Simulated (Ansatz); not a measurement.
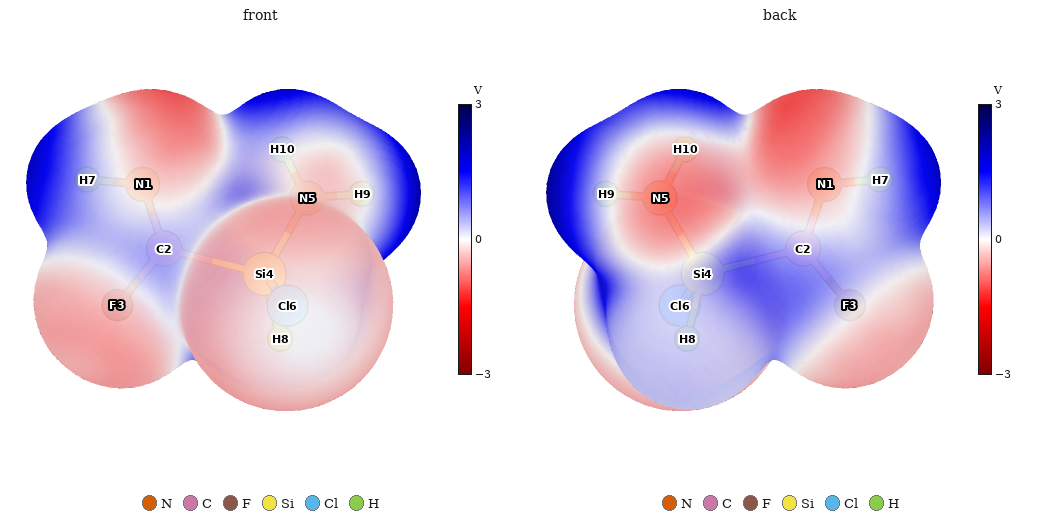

CH₄ClFN₂Si (SMILES N=C(F)[SiH](N)Cl). The molecular electrostatic potential painted on the density surface at 0.002 e/bohr³, seen from the front and from behind; the colour scale runs from red (negative) to blue (positive).

Geometry: PBE0-D4/def2-TZVP.

Computed with Ansatz 0.2.0, RKS PBE0-D4/def2-TZVPP.

```xyz
10

N     1.5367   -1.0571   -0.1977
C     0.5278   -0.7065   -0.8419
F     0.3145   -1.0914   -2.1226
Si   -0.7932    0.4401   -0.1147
N    -0.4363    0.4933    1.5320
Cl   -0.6240    2.2146   -1.1504
H     2.1700   -1.6483   -0.7385
H    -2.1630   -0.0374   -0.3851
H    -0.9609    1.0325    2.1989
H     0.5116    0.3090    1.8231
```

Q: Which sites attract a positive test charge, and which a negative one?

A: A positive charge is drawn to the negative regions and a negative charge to the positive ones. The most negative region (about −1.0 V, or −23 kcal/mol for a unit charge) lies over N1, the most positive (about +2.2 V, or +51 kcal/mol for a unit charge) over H9. N1 is the likeliest acceptor of a hydrogen bond.
